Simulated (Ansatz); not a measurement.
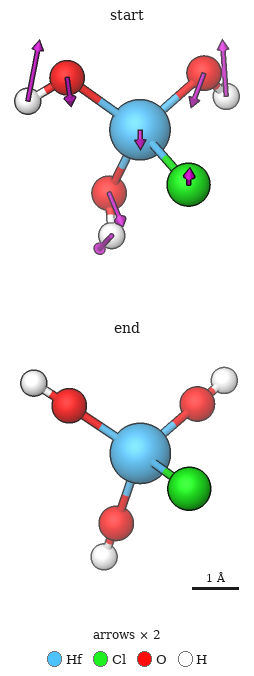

The structure of HfH3O3Cl before (top) and after (bottom) a relaxation, at one scale. The purple arrows give the displacements, 2 times their true length.

A ball-and-stick model, seen at a tilt.

The run prepares the start of a later molecular dynamics calculation, from a guessed geometry.

All numbers below come from Ansatz, RHF/def2-SVP.

Input file:
```yaml
crystal:
  periodic: [false, false, false]
  atoms:
    - { symbol: Hf, position_ang: [0.0, 0.0, 0.0] }
    - { symbol: Cl, position_ang: [0.0, 0.0, 2.52] }
    - { symbol: O, position_ang: [1.952, 0.0, -0.6893] }
    - { symbol: H, position_ang: [2.2684, -0.9521, -0.806] }
    - { symbol: O, position_ang: [-0.975, 1.6891, -0.6893] }
    - { symbol: H, position_ang: [-1.9328, 1.4584, -0.9117] }
    - { symbol: O, position_ang: [-0.975, -1.6891, -0.6893] }
    - { symbol: H, position_ang: [-1.4296, -2.1548, 0.0831] }
basis:
  gaussian: { orbitals: def2-SVP }
hamiltonian:
  xc: hf
relax:
  f_tol: 0.02
  max_steps: 40
output:
  orbitals: {}
```

Run as
```bash
ansatz run input.yaml --threads 1 --pin off --max-ram 2048MiB --backend cpu --events-out ev --progress --plain --runs-dir out
```

Describe what moved and what it gained.

The energy falls by 1.660 eV in 6 geometry steps. The largest force component goes from 3.6 to 0.012 eV/Å. H6 moves most after the best rigid fit: 0.71 Å. Largest moves by element: H 0.71 Å, O 0.55 Å, Hf 0.24 Å, Cl 0.23 Å. Among the contacts that change: Hf1–O3 2.070 → 1.926 Å, Hf1–Cl2 2.520 → 2.417 Å, O3–H4 1.010 → 0.939 Å. Bond angles that change, for instance: Hf1–O7–H8 109.5° → 178.7°, Hf1–O3–H4 109.5° → 177.5°, Hf1–O5–H6 109.5° → 177.5°. The run took 22 s on 1 thread of Arm Neoverse V1, with other jobs on the host, peak memory 0.22 GiB.

Limits of the set-up: Hartree-Fock leaves out electron correlation.
